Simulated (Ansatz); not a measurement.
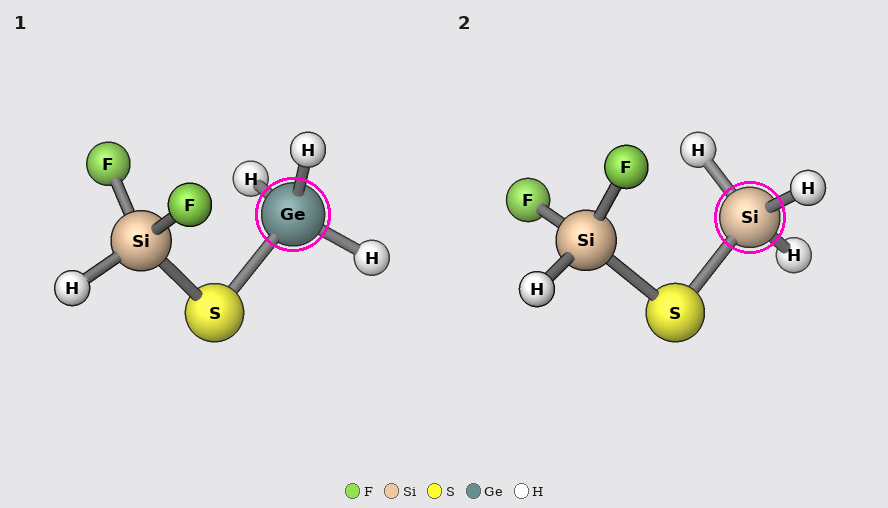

2 molecules with one skeleton, seen from the same side and at one scale; the atom that differs is circled. Each species is neutral and a spin singlet. Computed geometries: PBE0-D4/def2-TZVP optimisations, one conformation each. Properties computed with Ansatz 0.2.0.

One atom differs, called X below: Ge in panel 1, Si in panel 2. Their formulas are F2GeH4SSi (`F[SiH](F)[S][GeH3]`), F2H4SSi2 (`F[SiH](F)S[SiH3]`).

> In which is the HOMO–LUMO gap larger (PBE-D4/def2-TZVPP)?

In panel 2 (X = Si).

> In which is the mean length of X–H larger (PBE0-D4/def2-TZVP)?

In panel 1 (X = Ge).

Give the values. With PBE0-D4/def2-TZVP: mean length of X–H (Å), length of X–S (Å), mean angle H–X–H (°). With PBE-D4/def2-TZVPP: dipole moment (D), HOMO energy (Kohn–Sham orbital) (eV), HOMO–LUMO gap (eV).

```json
{"quantity": "mean length of X–H (Å)", "1 (Ge)": "1.532", "2 (Si)": "1.481", "2 − 1": "−0.051"}
{"quantity": "length of X–S (Å)", "1 (Ge)": "2.247", "2 (Si)": "2.157", "2 − 1": "−0.090"}
{"quantity": "mean angle H–X–H (°)", "1 (Ge)": "111.4", "2 (Si)": "110.4", "2 − 1": "−1.0"}
{"quantity": "dipole moment (D)", "1 (Ge)": "1.23", "2 (Si)": "0.86", "2 − 1": "−0.37"}
{"quantity": "HOMO energy (Kohn–Sham orbital) (eV)", "1 (Ge)": "−6.71", "2 (Si)": "−6.87", "2 − 1": "−0.16"}
{"quantity": "HOMO–LUMO gap (eV)", "1 (Ge)": "5.24", "2 (Si)": "5.68", "2 − 1": "+0.44"}
```
